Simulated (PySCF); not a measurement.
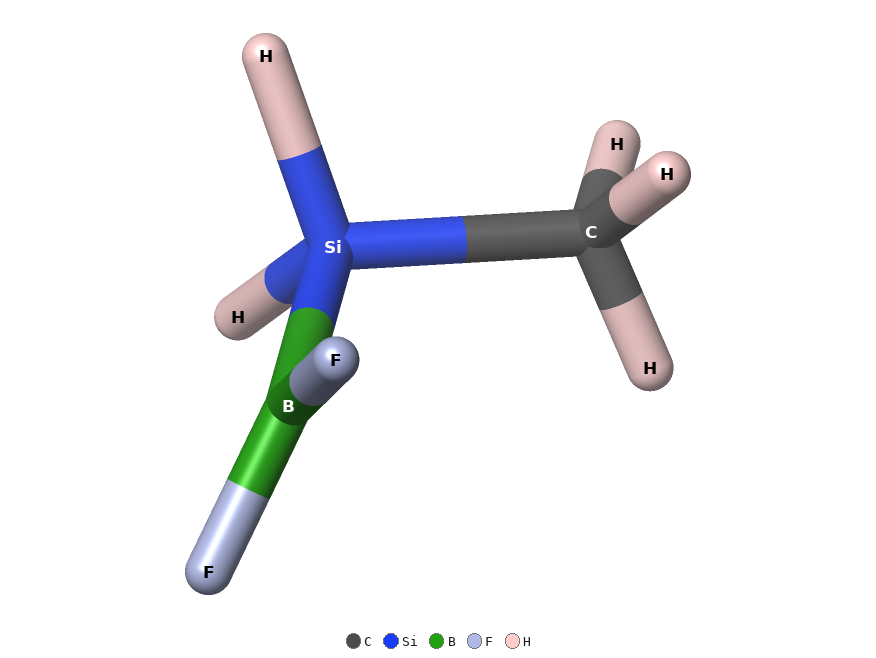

The computed structure is the end point of a GFN2-xTB optimisation. No frequency run is at hand to confirm it as a minimum. Method: CAM-B3LYP/def2-SVPD, gas phase (PySCF 2.14.0). Excitations: vertical, linear response.

Give the mean static polarisability at this level.

Answer. 54.1 bohr³.

Give the LUMO energy (Kohn–Sham orbital) at this level.

Answer. −0.18 eV.

Estimate the brightest of the 8 lowest singlets.

Answer. 9.19 eV.

Estimate the lowest vertical singlet excitation.

Answer. 6.66 eV.

The geometry is semi-empirical. Around B, Si such bond lengths and angles can be off by a tenth of an ångström or more and by several degrees, and values that hang on the shape move with them.
